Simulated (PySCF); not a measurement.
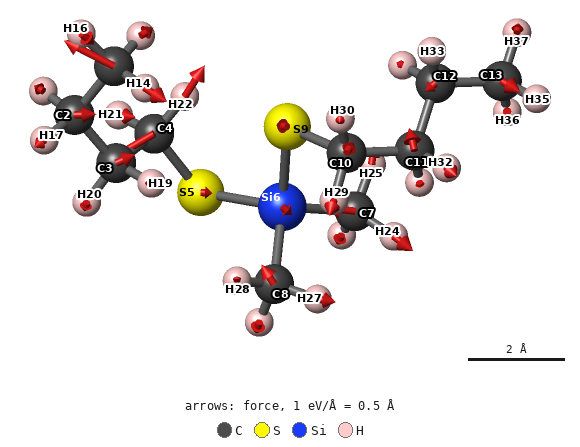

Starting geometry of C10H24S2Si with the computed forces as red arrows. Style: ball-and-stick. Shown at a tilt.

The start comes from GFN2-xTB. Its atoms were then displaced at random by about 0.01 Å.

These are results of PBE0-D3(BJ)/def2-SVP geometry optimisation, gas phase (PySCF 2.14.0, density-fitted response routines), not measurements. 

What follows when this structure is relaxed?

Answer. It isn't relaxed: the largest force vector, on a C atom, is 2.76 eV/Å. The final displacements have little in common with the starting forces (cosine between the two patterns 0.00). Over 12 geometry steps the energy falls by 0.394 eV. The largest move after the best rigid fit is that of an H atom, 1.17 Å. By element the largest moves are H 1.17 Å, C 0.85 Å, S 0.67 Å, Si 0.46 Å. Some distances before and after: C–H 1.056 → 1.099 Å, C–Si 1.917 → 1.874 Å, C–H 1.127 → 1.102 Å, C–C 1.496 → 1.519 Å. Bond angles that change, for instance: H–C–H 111.2° → 106.8°, S–Si–S 108.3° → 105.0°, C–C–H 107.4° → 110.6°. Groups turn about S–Si by about 20°. Cost: 9.6 min on 2 threads of Intel(R) Xeon(R) Platinum 8488C, on a shared host.
